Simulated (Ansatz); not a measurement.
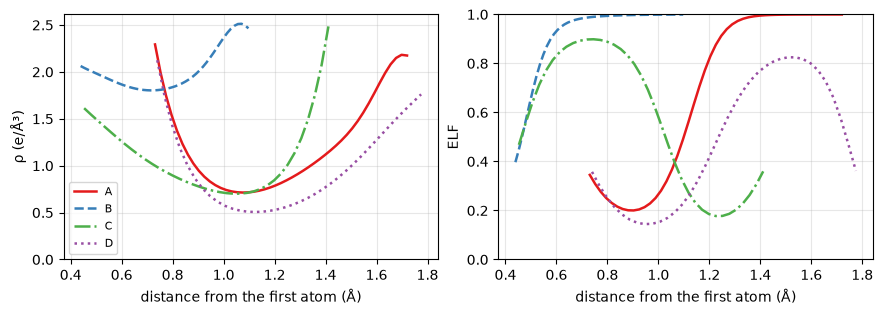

Figure. C$_{2}$H$_{7}$ClSn. Electron density and ELF along straight lines between neighbouring atoms. The curves leave out the atomic cores.

Core potentials replace the inner electrons of Sn; not at a stationary point (largest force 1.5 eV/Å).

These are results of RKS PBE0-D4/def2-SVP (Ansatz 0.2.0), not measurements.

```yaml
atoms:
  - { symbol: Sn, position_ang: [0.1282, 0.1053, 0.1695] }
  - { symbol: H, position_ang: [0.4378, -0.2090, 1.8317] }
  - { symbol: C, position_ang: [2.2527, 0.0215, 0.3336] }
  - { symbol: H, position_ang: [2.4329, -0.9396, 0.8328] }
  - { symbol: H, position_ang: [2.8971, 0.1046, -0.5558] }
  - { symbol: H, position_ang: [2.5063, 0.8327, 1.0332] }
  - { symbol: C, position_ang: [-0.9840, 1.7569, -0.5877] }
  - { symbol: H, position_ang: [-2.0115, 1.4244, -0.7826] }
  - { symbol: H, position_ang: [-0.9887, 2.5864, 0.1326] }
  - { symbol: H, position_ang: [-0.5189, 2.0853, -1.5273] }
  - { symbol: Cl, position_ang: [-0.7866, -1.8099, -0.8772] }
```

> Which curve belongs to which contact (C–H, C–Sn, Sn–Cl and Sn–H)? The first atom named is at distance zero.

Curve A: Sn–H (1.72 Å): the density is about 1.1 e/Å³ at the midpoint; the ELF climbs to about 1 towards the hydrogen. Curve B: C–H (1.10 Å): the density is about 1.9 e/Å³ at the midpoint; the ELF climbs to about 1 towards the hydrogen (a covalent bond by its length). Curve C: C–Sn (2.13 Å): ρ is about 0.7 e/Å³ halfway; the ELF peaks at about 0.90 in the valence shell of C, 0.7 Å from its nucleus, and drops to about 0.20 between the two atoms. Curve D: Sn–Cl (2.37 Å): the density is about 0.52 e/Å³ at the midpoint; the ELF peaks at about 0.80 in the valence shell of Cl, 0.9 Å from its nucleus, and drops to about 0.15 between the two atoms.
